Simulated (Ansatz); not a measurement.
A series of calculations on CH$_{7}$PSeSi

**1. Relaxation**

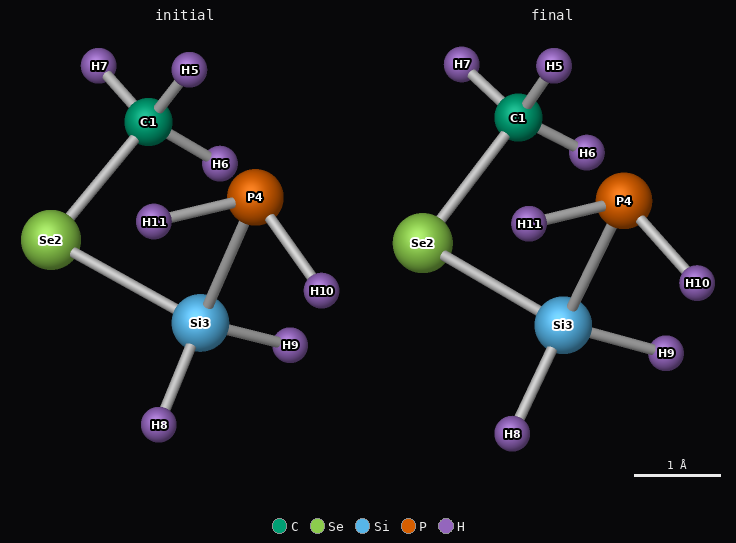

The structure of CH₇PSeSi before (left) and after (right) a relaxation, at one scale.

A ball-and-stick model, seen from a free direction.

The run prepares an end point of a later path (inversion) calculation, from a guessed geometry.

All numbers below come from Ansatz, RKS PBE-D4/def2-mTZVP.

The input:
```yaml
crystal:
  periodic: [false, false, false]
  atoms:
    - { symbol: C, position_ang: [0.3362, 1.959, 0.3521] }
    - { symbol: Se, position_ang: [-0.1361, 0.6807, 1.707] }
    - { symbol: Si, position_ang: [-0.8378, -0.8442, 0.1354] }
    - { symbol: P, position_ang: [1.0098, -1.5096, -1.033] }
    - { symbol: H, position_ang: [1.0869, 1.6106, -0.3456] }
    - { symbol: H, position_ang: [-0.6202, 2.2514, -0.2559] }
    - { symbol: H, position_ang: [0.6725, 2.9346, 0.8341] }
    - { symbol: H, position_ang: [-1.3667, -1.985, 0.8242] }
    - { symbol: H, position_ang: [-1.7958, -0.219, -0.7034] }
    - { symbol: H, position_ang: [0.2284, -2.6475, -1.583] }
    - { symbol: H, position_ang: [1.4882, -2.288, 0.0888] }
basis:
  gaussian: { orbitals: def2-mTZVP }
hamiltonian:
  xc: pbe
  dispersion: d4
relax:
  f_tol: 0.015
  max_steps: 40
```

Launched with:
```bash
ansatz run input.yaml --threads 2 --pin off --max-ram 3072MiB --backend cpu --events-out ev --progress --plain --runs-dir out
```

> What changed between the two?

After 6 geometry steps the energy has fallen by 31.2 kJ/mol. Largest force component: 2.5 eV/Å at the start, 0.01 eV/Å at the end. The atom that moves furthest after the best rigid fit is H8 (0.21 Å). Largest moves by element: H 0.21 Å, C 0.12 Å, Se 0.10 Å, Si 0.08 Å, P 0.05 Å. Near-neighbour distances that change, for instance: Si3–H9 1.419 → 1.500 Å, C1–H6 1.170 → 1.095 Å, Si3–H8 1.434 → 1.497 Å, C1–Se2 1.922 → 1.983 Å. Among the angles between lasting bonds that change: P4–Si3–H8 108.2° → 114.5°, P4–Si3–H9 111.8° → 106.5°, H6–C1–H7 104.3° → 109.6°.

**2. Relaxation**

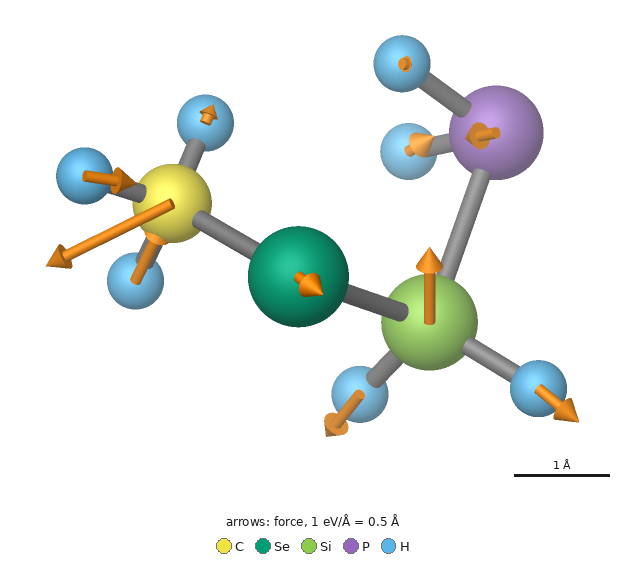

Starting geometry of CH$_{7}$PSeSi with the computed forces as orange arrows. A ball-and-stick model, seen at a tilt.

The run prepares an end point of a later path (inversion) calculation, from a guessed geometry.

Level of theory: RKS PBE-D4/def2-mTZVP in Ansatz.

Input
```yaml
crystal:
  periodic: [false, false, false]
  atoms:
    - { symbol: C, position_ang: [0.3362, 1.959, 0.3521] }
    - { symbol: Se, position_ang: [-0.1361, 0.6807, 1.707] }
    - { symbol: Si, position_ang: [-0.8378, -0.8442, 0.1354] }
    - { symbol: P, position_ang: [1.0098, -1.5096, -1.033] }
    - { symbol: H, position_ang: [1.0869, 1.6106, -0.3456] }
    - { symbol: H, position_ang: [-0.6202, 2.2514, -0.2559] }
    - { symbol: H, position_ang: [0.6725, 2.9346, 0.8341] }
    - { symbol: H, position_ang: [-1.3667, -1.985, 0.8242] }
    - { symbol: H, position_ang: [-1.7958, -0.219, -0.7034] }
    - { symbol: H, position_ang: [0.55716, -0.68308, -2.18186] }
    - { symbol: H, position_ang: [1.79884, -0.43185, -0.47706] }
basis:
  gaussian: { orbitals: def2-mTZVP }
hamiltonian:
  xc: pbe
  dispersion: d4
relax:
  f_tol: 0.015
  max_steps: 40
```

Command:
```bash
ansatz run input.yaml --threads 2 --pin off --max-ram 3072MiB --backend cpu --events-out ev --progress --plain --runs-dir out
```

**Is this structure relaxed? If not, where do the atoms go?**

It isn't relaxed: the largest force vector, on C1, is 3.12 eV/Å. The final displacements have little in common with the starting forces (cosine between the two patterns 0.16). The largest move after the best rigid fit is that of H11, 1.11 Å. By element the largest moves are H 1.11 Å, P 0.47 Å, C 0.25 Å, Se 0.12 Å, Si 0.05 Å. Near-neighbour distances that change, for instance: Si3–H9 1.419 → 1.500 Å, C1–H6 1.170 → 1.096 Å, Si3–H8 1.434 → 1.496 Å, C1–Se2 1.922 → 1.981 Å. Among the angles between lasting bonds that change: Se2–Si3–P4 107.2° → 117.8°, P4–Si3–H9 111.8° → 105.7°, Si3–P4–H10 89.3° → 94.6°. Groups turn about Si3–P4 by about 55°. The energy falls by 0.423 eV in 11 accepted moves (12 points after the start). The largest force component goes from 2.5 to 0.015 eV/Å. The line search rejected the trial step at point 9 of the run.

**3. Path**

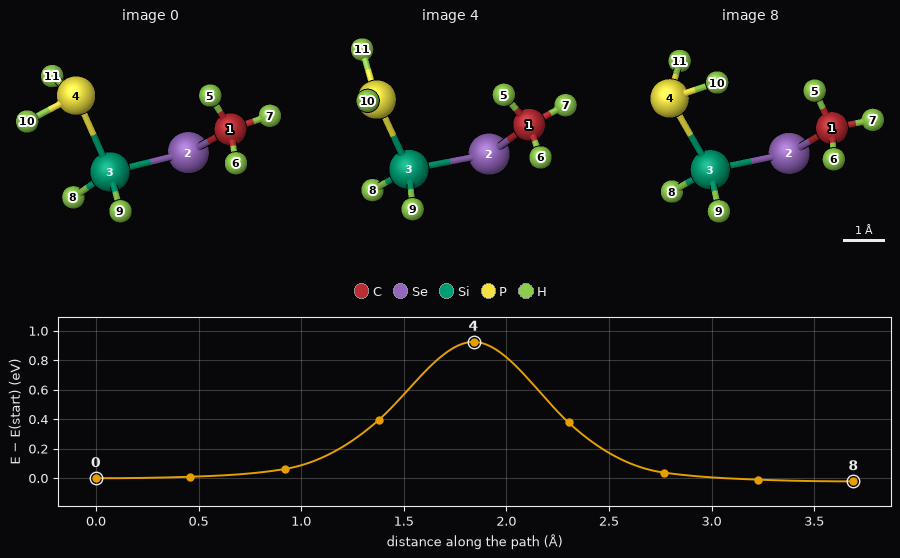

A nudged-elastic-band calculation for CH7PSeSi. Images are numbered from 0 (start) to 8 (end). A ball-and-stick model, seen at a tilt.

The calculation used Ansatz, RKS PBE-D4/def2-mTZVP.

Input file:
```yaml
crystal:
  periodic: [false, false, false]
  atoms:
    - { symbol: C, position_ang: [0.319763, 2.076989, 0.330491] }
    - { symbol: Se, position_ang: [-0.222668, 0.733393, 1.683876] }
    - { symbol: Si, position_ang: [-0.817662, -0.901791, 0.192585] }
    - { symbol: P, position_ang: [0.990629, -1.557664, -1.032924] }
    - { symbol: H, position_ang: [1.110623, 1.678224, -0.313256] }
    - { symbol: H, position_ang: [-0.546191, 2.380487, -0.267337] }
    - { symbol: H, position_ang: [0.702923, 2.940223, 0.88611] }
    - { symbol: H, position_ang: [-1.435091, -1.987388, 1.018687] }
    - { symbol: H, position_ang: [-1.83091, -0.384424, -0.785755] }
    - { symbol: H, position_ang: [0.28904, -2.625837, -1.692902] }
    - { symbol: H, position_ang: [1.504943, -2.409211, 0.001123] }
basis:
  gaussian: { orbitals: def2-mTZVP }
hamiltonian:
  xc: pbe
  dispersion: d4
neb:
  order_check: false
  images: 7
  f_tol: 0.05
  max_iterations: 60
  initial_path: idpp
  final_atoms:
    - { symbol: C, position_ang: [0.40681641, 1.83766735, 0.1944447] }
    - { symbol: Se, position_ang: [-0.25364689, 0.66956988, 1.65238103] }
    - { symbol: Si, position_ang: [-1.01837166, -1.03066913, 0.31082095] }
    - { symbol: P, position_ang: [0.49857834, -2.11206191, -0.99914055] }
    - { symbol: H, position_ang: [1.22667537, 1.34975638, -0.34350136] }
    - { symbol: H, position_ang: [-0.40583987, 2.0937127, -0.49421577] }
    - { symbol: H, position_ang: [0.77913906, 2.75043504, 0.67205606] }
    - { symbol: H, position_ang: [-1.61611533, -2.02830132, 1.25224901] }
    - { symbol: H, position_ang: [-2.08122269, -0.53556308, -0.62496364] }
    - { symbol: H, position_ang: [1.00442047, -0.91105798, -1.60369314] }
    - { symbol: H, position_ang: [1.52496579, -2.14048693, 0.00426073] }
```

Launched with:
```bash
ansatz run input.yaml --threads 2 --pin off --max-ram 3072MiB --backend cpu --events-out ev --progress --plain --runs-dir out
```

### What happens along the path, and what is the barrier?

The highest point, image 4, lies 0.93 eV above the start and 0.95 eV above the end; the end is at −0.02 eV relative to the start. The motion is an umbrella inversion at P4. No bond forms or breaks between the ends. Bond angles that change up to the highest image, for instance: Si3–P4–H11 93.9° → 126.1°, Si3–P4–H10 94.2° → 122.0°. The band is converged. At the top, the vibrational analysis gives one imaginary mode (657i cm⁻¹), as a transition state must have.
